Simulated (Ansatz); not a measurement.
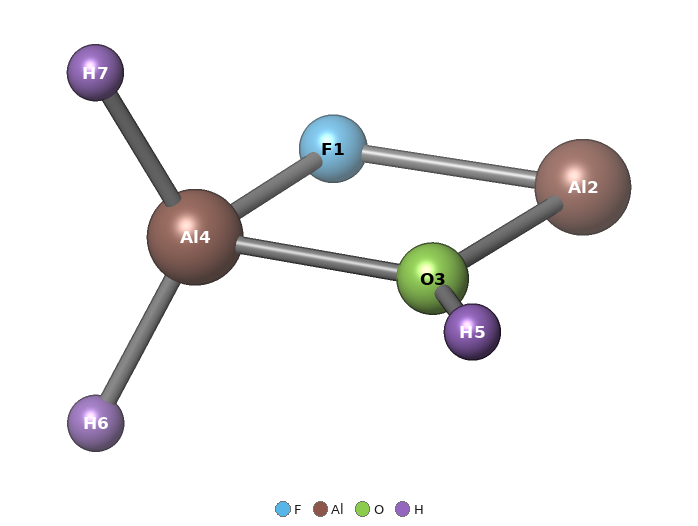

Distant atoms are faded towards the background colour. The computed structure is the end point of a PBE-D4/def2-SVP optimisation. No frequency run is at hand to confirm it as a minimum.

What is the conformation of the ring F1–Al2–O3–Al4?

Answer. It is planar. The Cremer–Pople amplitude Q is 0.00 Å.

Give the torsion angles round the ring, beginning with the bond from its second to its third atom.

Answer. 0°, 0°, 0°, 0°.
